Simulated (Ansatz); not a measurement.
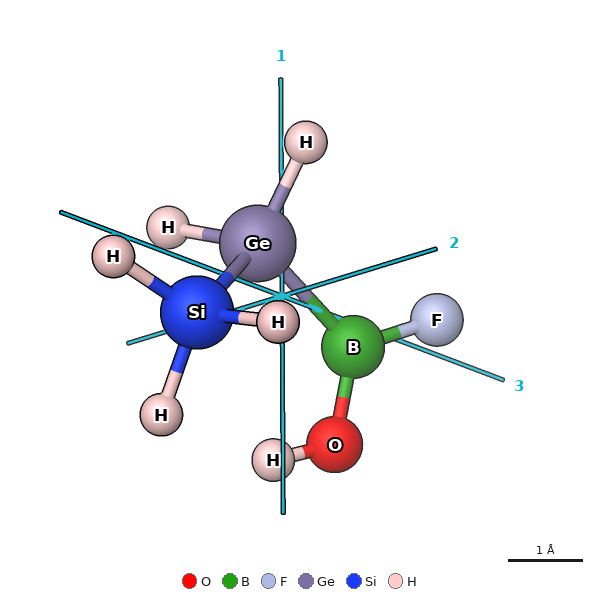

The three principal axes of inertia are drawn and numbered. Distant atoms are faded towards the background colour. Computed geometry: PBE-D4/def2-SVP optimisation. No frequency run is at hand to confirm it as a minimum. Masses are those of the most abundant isotopes; constants are for the rigid equilibrium geometry.

> Which line is the a axis (least moment of inertia), which b and which c?

a is line 3, b is line 1, c is line 2; the moments are 139, 359, 455 u Å².

> Classify the rotor and give the rotational constants (GHz).

An asymmetric top (C1): A = 3.65, B = 1.41, C = 1.11 GHz. Ray's parameter κ is −0.76, nearer the prolate limit.
